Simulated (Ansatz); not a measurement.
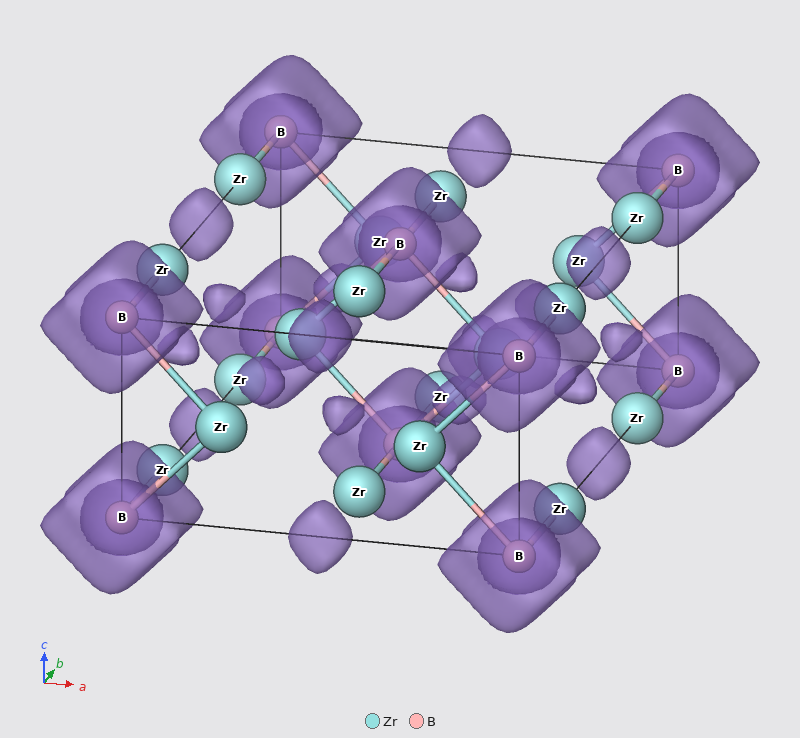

The picture shows: Zr4B. Isosurface of the electron localisation function at 0.65 (purple), seen at an oblique angle. Only the valence region is drawn (cores and ρ < 0.01 e/Å³ removed). Sticks mark near contacts.

Space group Cmmm; a structure generated by program, which may or may not match a known phase; computed without spin polarisation.

These are results of DFT PBE, scalar-relativistic, plane waves, PAW in Ansatz, not measurements.

In a PAW calculation such maps are meaningful between the atoms, not at the nuclei.

```xyz
10
Lattice="6.6162 0.0000 0.0000 0.0000 9.1552 0.0000 0.0000 0.0000 3.4039" Properties=species:S:1:pos:R:3 pbc="T T T"
Zr    1.6519    4.5776    1.7020
Zr    4.9599    0.0000    1.7020
Zr    1.6562    0.0000    1.7020
Zr    4.9643    4.5776    1.7020
Zr    0.0000    2.3424    0.0000
Zr    3.3081    6.9200    0.0000
Zr    0.0000    6.8129    0.0000
Zr    3.3081    2.2353    0.0000
B     0.0000    0.0000    0.0000
B     3.3081    4.5776    0.0000
```

Identify the bonds, lone pairs and shells in this picture.

The ELF exceeds this value in two regions wrapped around B (the valence shell of each) and ten pockets between the atoms, centred on no nucleus (multi-centre or interstitial), counted in one cell of 10 atoms. Any copies at cell faces, edges or corners count once. Profiles from the grid: Zr–B (2.34 Å): the ELF peaks at about 0.70 in the valence shell of B, 0.8 Å from its nucleus, and is about 0.25 at the midpoint.
